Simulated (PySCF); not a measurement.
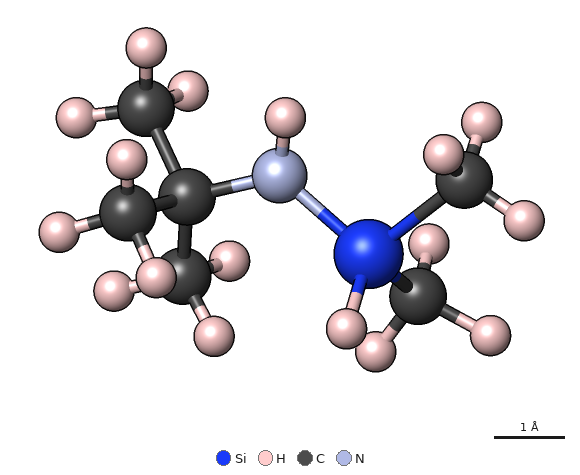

Starting structure of C$_{6}$H$_{17}$NSi. A ball-and-stick model, seen from a free direction.

The start comes from GFN2-xTB. Its atoms were then displaced at random by about 0.03 Å.

These are results of PySCF, PBE0-D3(BJ)/def2-SVP geometry optimisation, gas phase, not measurements.

```xyz
25

Si    0.6517    1.3892    0.0664
H     0.4935    1.8342    1.4767
C     2.3463    1.0568   -0.3758
H     3.1124    1.9713   -0.3220
H     2.4992    0.6257   -1.3793
H     2.8279    0.3694    0.3413
C     0.0656    2.9404   -0.9964
H    -0.9254    3.2771   -0.7642
H     0.0550    2.7323   -1.9994
H     0.6835    3.7875   -0.8023
N    -0.4926    0.1793   -0.3837
C    -0.6591   -1.0948    0.2527
C    -1.7854   -0.9320    1.3399
C    -1.2559   -2.0683   -0.8017
C     0.6285   -1.6527    0.7941
H    -1.3133    0.5214   -0.8578
H    -1.8620   -1.8888    1.8453
H    -1.3646   -0.2367    2.1260
H    -2.6568   -0.6224    0.9887
H    -2.2274   -1.7046   -1.2136
H    -1.4109   -3.0588   -0.4170
H    -0.4698   -2.2239   -1.6659
H     1.0288   -0.9254    1.5091
H     1.3707   -1.6631   -0.0139
H     0.5501   -2.6494    1.2235
```

Question: Where does the relaxation end?

Answer: H6 moves most after the best rigid fit: 0.19 Å. Largest moves by element: H 0.19 Å, C 0.11 Å, Si 0.08 Å, N 0.07 Å. Among the contacts that change: C13–H19 0.989 → 1.101 Å, Si1–C3 1.783 → 1.879 Å, C3–H4 1.194 → 1.102 Å, Si1–C7 1.970 → 1.878 Å. Bond angles that change, for instance: H4–C3–H6 99.7° → 107.7°, Si1–C3–H4 117.1° → 110.0°, H2–Si1–C3 113.1° → 107.2°. The energy falls by 1.206 eV in 8 geometry steps. The run took 2.7 min on 2 threads of Intel(R) Xeon(R) Platinum 8259CL CPU @ 2.50GHz, on a shared host.

History of the run:

```
step  E − E(0), eV
   0        0.0000
   1       -0.8959
   2       -1.0888
   3       -1.1575
   4       -1.1987
   5       -1.2025
   6       -1.2040
   7       -1.2057
   8       -1.2060
```

The structure at the end:

```xyz
25

Si    0.6400    1.4461    0.0083
H     0.6119    1.7315    1.4872
C     2.4251    1.0822   -0.4526
H     3.0390    1.9891   -0.3302
H     2.4934    0.7584   -1.5031
H     2.8643    0.2937    0.1763
C     0.0465    2.9663   -0.9211
H    -0.9773    3.2486   -0.6305
H     0.0589    2.7847   -2.0075
H     0.7034    3.8260   -0.7173
N    -0.4535    0.1649   -0.4397
C    -0.6986   -1.1082    0.2316
C    -1.7455   -0.9408    1.3408
C    -1.2029   -2.1125   -0.8063
C     0.6063   -1.6212    0.8385
H    -1.2791    0.4864   -0.9368
H    -1.9637   -1.8948    1.8468
H    -1.3955   -0.2189    2.0946
H    -2.6895   -0.5584    0.9221
H    -2.1373   -1.7551   -1.2694
H    -1.4099   -3.0933   -0.3508
H    -0.4582   -2.2419   -1.6051
H     1.0001   -0.9188    1.5910
H     1.3701   -1.7657    0.0599
H     0.4421   -2.5844    1.3440
```

After the run, drawn alike:

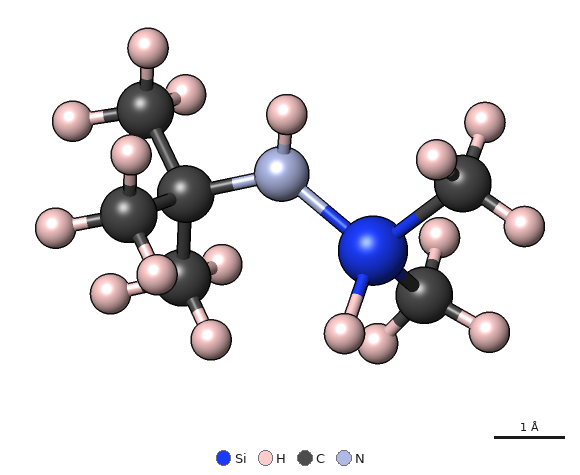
